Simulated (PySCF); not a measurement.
System: C9H11P (SMILES C/C=P/c1ccccc1C).

| atom | x (Å) | y (Å) | z (Å) |
| --- | --- | --- | --- |
| C | 3.7982 | -0.1498 | 0.4951 |
| C | 2.3237 | -0.2908 | 0.3402 |
| P | 1.2394 | 0.8874 | 0.8323 |
| C | -0.3410 | 0.0816 | 0.3650 |
| C | -0.6197 | -1.2099 | 0.7990 |
| C | -1.8158 | -1.8209 | 0.4720 |
| C | -2.7507 | -1.1363 | -0.2846 |
| C | -2.4862 | 0.1562 | -0.7043 |
| C | -1.2919 | 0.7838 | -0.3819 |
| C | -1.0042 | 2.1766 | -0.8519 |
| H | 4.1970 | -0.9674 | 1.0985 |
| H | 4.0568 | 0.7930 | 0.9722 |
| H | 4.2895 | -0.1970 | -0.4783 |
| H | 1.9840 | -1.2008 | -0.1407 |
| H | 0.1073 | -1.7346 | 1.4042 |
| H | -2.0208 | -2.8254 | 0.8127 |
| H | -3.6884 | -1.6068 | -0.5420 |
| H | -3.2209 | 0.6890 | -1.2919 |
| H | -1.9007 | 2.6472 | -1.2485 |
| H | -0.2455 | 2.1596 | -1.6355 |
| H | -0.6188 | 2.7821 | -0.0319 |

Geometry: GFN2-xTB.

These are results of PBE0/pcSseg-1, SCF density, gas phase, non-relativistic (PySCF), not measurements.

> Predict the electron density and electron localisation function between the atoms.

C–C (1.38 Å): the density is about 2.1 e/Å³ at the midpoint; the ELF peaks at about 0.95 between the atoms (localised, covalent bonding).
C–H (1.08 Å): the density is about 2 e/Å³ at the midpoint; the ELF climbs to about 1 towards the hydrogen, as it does in any bond to H; an ordinary covalent bond to hydrogen.
C–C (1.50 Å): ρ is about 1.7 e/Å³ halfway; the ELF peaks at about 0.95 between the atoms; a covalent bond.
C–P (1.83 Å): the density is about 1.1 e/Å³ at the midpoint; the ELF peaks at about 0.95 between the atoms (localised, covalent bonding).

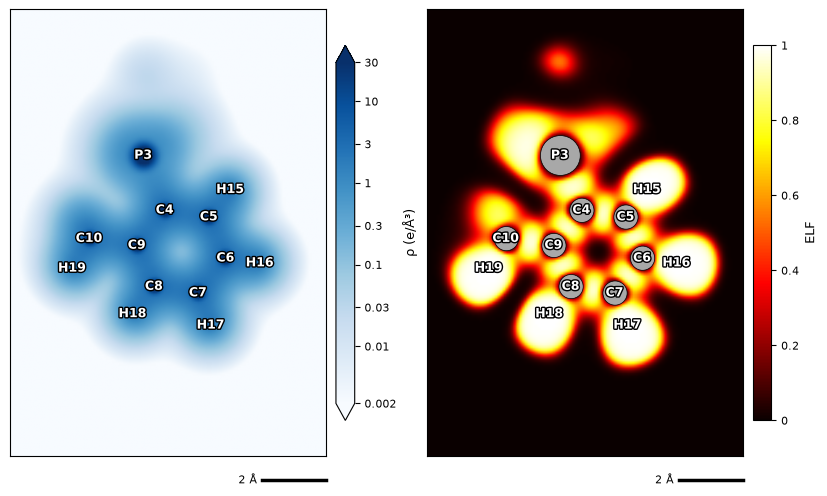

Computed electron density and electron localisation function on the plane of atoms P3, C4 and C9, in this order. Grey discs cover the atomic cores in the ELF map. 
